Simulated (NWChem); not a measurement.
# H3NO (hydroxylamine) at BP86/aug-pcseg-1

What is the vertical ionisation energy of H3NO (hydroxylamine) at BP86/aug-pcseg-1? 

The calculation is run with NWChem 7.3.0.

**1. The molecule**

H3NO has 5 atoms, charge 0, and is taken as a singlet. SMILES: `NO`. Geometry: relaxed at PBE0-D4/def2-TZVP. This is one conformer, not always the lowest.

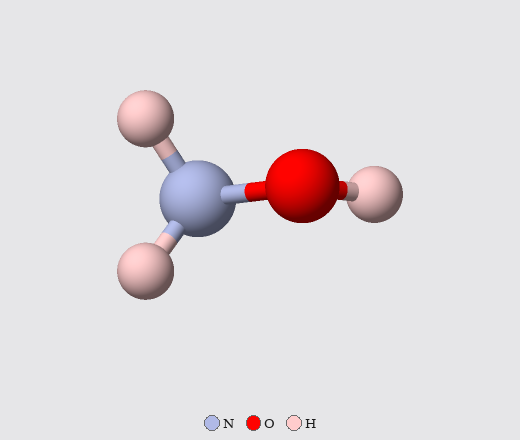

Viewed from a chosen angle; nitrogen light blue, oxygen red, hydrogen pink.

**2. The energy at BP86/aug-pcseg-1**

h3no.nw

```
start h3no
title "H3NO BP86"
memory total 2200 mb

geometry units angstrom noautosym nocenter noautoz
N       -0.165120      -0.361290      -0.321170
O        0.364460       0.666040       0.508060
H       -0.162690      -1.190020       0.266770
H       -1.141650      -0.109840      -0.446210
H        1.105010       0.995100      -0.007440
end

basis "ao basis" spherical bse
* library aug-pcseg-1
end

dft
xc becke88 perdew86
grid fine
convergence energy 1e-08
iterations 100
mulliken
print low
end

task dft energy
```

On the command line:

```console
nwchem h3no.nw > h3no.out
```

What it wrote:

```text
[...]
 d= 0,ls=0.0,diis     1   -131.6779497708 -1.71D+02  1.50D-02  3.40D-01     0.6
[...]
 d= 0,ls=0.0,diis     8   -131.7119699649 -5.50D-09  3.04D-06  6.12D-08     3.9
         Total DFT energy =     -131.711969964887
      One electron energy =     -257.973306884960
           Coulomb energy =      103.241751614850
    Exchange-Corr. energy =      -16.574083956312
 Nuclear repulsion energy =       39.593669261536
[...]
      Total Density - Mulliken Population Analysis
     ---------------------------------------------
    Atom       Charge   Shell Charges
 -----------   ------   -------------------------------------------------------
    1 N    7     7.22   1.99  0.86  0.63  0.17  2.40  1.08  0.06  0.04 -0.02
    2 O    8     8.71   2.00  0.91  0.92  0.15  2.91  1.66  0.11  0.02  0.03
    3 H    1     0.71   0.76 -0.06 -0.01  0.03  0.00
    4 H    1     0.71   0.76 -0.06 -0.01  0.03  0.00
    5 H    1     0.65   0.72 -0.10 -0.01  0.05 -0.00
[...]
```

Run time: 4.5 s. Hardware: 1 thread of Intel Xeon 6975P-C (Granite Rapids), shared host; peak memory 0.11 GiB.

**3. The doublet cation at the same level**

h3no.nw

```
start h3no
memory 2200 mb
charge 1

geometry units angstroms noautosym nocenter noautoz
 N       -0.165120      -0.361290      -0.321170
 O        0.364460       0.666040       0.508060
 H       -0.162690      -1.190020       0.266770
 H       -1.141650      -0.109840      -0.446210
 H        1.105010       0.995100      -0.007440
end

basis spherical bse
 * library aug-pcseg-1
end

dft
 xc becke88 perdew86
 mult 2
 grid fine
 convergence energy 1e-08
 iterations 100
 mulliken
 noprint "final vectors analysis"
end

task dft energy
```

On the command line:

```console
nwchem h3no.nw > h3no.out
```

What it wrote:

```text
[...]
          Wavefunction type:  spin polarized.
          No. of atoms     :     5
          No. of electrons :    17
[...]
          Charge           :     1
          Spin multiplicity:     2
[...]
          AO basis - number of functions:    73
[...]
              XC Information
              --------------
                    Becke 1988 Exchange Functional  1.000
                Perdew 1981 Correlation Functional  1.000 local
                Perdew 1986 Correlation Functional  1.000 non-local
[...]
 d= 0,ls=0.0,diis     1   -131.1508939058 -1.71D+02  1.65D-02  4.62D-01     1.0
[...]
 d= 0,ls=0.0,diis    11   -131.3220975315 -6.72D-09  6.90D-07  3.96D-09     8.9
[...]
         Total DFT energy =     -131.322097531478
      One electron energy =     -251.592269087088
           Coulomb energy =       96.895601046087
    Exchange-Corr. energy =      -16.219098752013
 Nuclear repulsion energy =       39.593669261536
[...]
      Total Density - Mulliken Population Analysis
     ---------------------------------------------
    Atom       Charge   Shell Charges
 -----------   ------   -------------------------------------------------------
    1 N    7     6.84   1.99  0.89  0.60  0.13  2.33  0.84  0.05  0.04 -0.03
    2 O    8     8.51   2.00  0.93  0.92  0.12  2.87  1.54  0.09  0.02  0.03
    3 H    1     0.56   0.70 -0.15 -0.02  0.03 -0.01
    4 H    1     0.56   0.70 -0.15 -0.02  0.03 -0.01
    5 H    1     0.54   0.66 -0.14 -0.01  0.05 -0.02
[...]
      <S2> =      0.7522 (Exact =     0.7500)
[...]
```

Wall time 9.6 s (1 thread of Intel Xeon 6975P-C (Granite Rapids), shared host); peak memory 0.1 GiB.

**4. Results**

Level: BP86/aug-pcseg-1.

```
                                          quantity          value
                        singlet H3NO: total energy  -131.71197 Eh
                      doublet cation: total energy  -131.32210 Eh
                              doublet cation: ⟨S²⟩          0.752
vertical ionisation energy (to the doublet cation)      10.609 eV
```

What this shows: Removing an electron at fixed nuclei costs 10.61 eV (245 kcal/mol). Mulliken charges (singlet H3NO) run from -0.71 on O2 to +0.35 on H5; in a basis this large or diffuse they mean little. Mulliken charges (doublet cation) run from -0.51 on O2 to +0.46 on H5; in a basis this large or diffuse they mean little.
